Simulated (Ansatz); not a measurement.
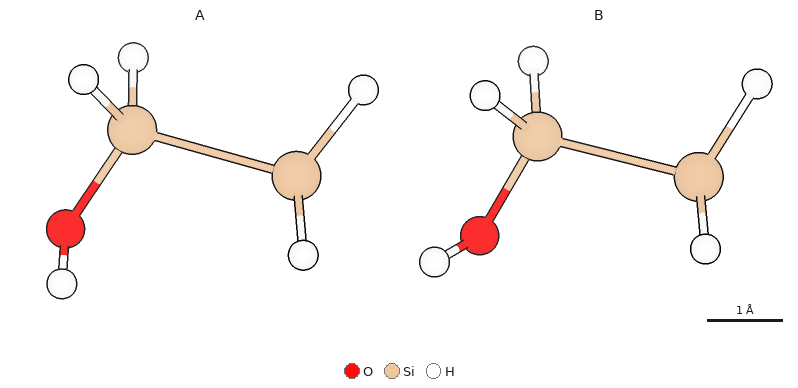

Two geometries of Si2H5O (multiplicity 2) (coarse preliminary run), drawn at one scale. One is the start of a relaxation, the other its converged end. A ball-and-stick model, seen at a tilt.

All numbers below come from UKS PBE-D4/def2-SVP in Ansatz 0.2.0. (force threshold 0.03 eV/Å; at most 200 steps)

**Which one is relaxed?**

Structure A is the relaxed one. The start comes from a force field. An H atom moves most after the best rigid fit: 0.46 Å. Largest moves by element: H 0.46 Å, O 0.22 Å, Si 0.12 Å. Near-neighbour distances that change, for instance: H–Si 1.440 → 1.511 Å, Si–Si 2.289 → 2.352 Å, O–Si 1.627 → 1.687 Å, H–Si 1.546 → 1.510 Å. Among the angles between lasting bonds that change: Si–Si–H 110.7° → 114.5°, Si–O–H 111.8° → 114.9°, O–Si–H 109.3° → 111.7°. Groups turn about O–Si by about 50°. Over 10 accepted moves (12 points after the start) the energy falls by 19.0 kJ/mol. The largest force component goes from 2.1 to 0.029 eV/Å. The line search rejected the trial steps at points 6, 8 of the run. The run took roughly 40 core-seconds on a shared host.
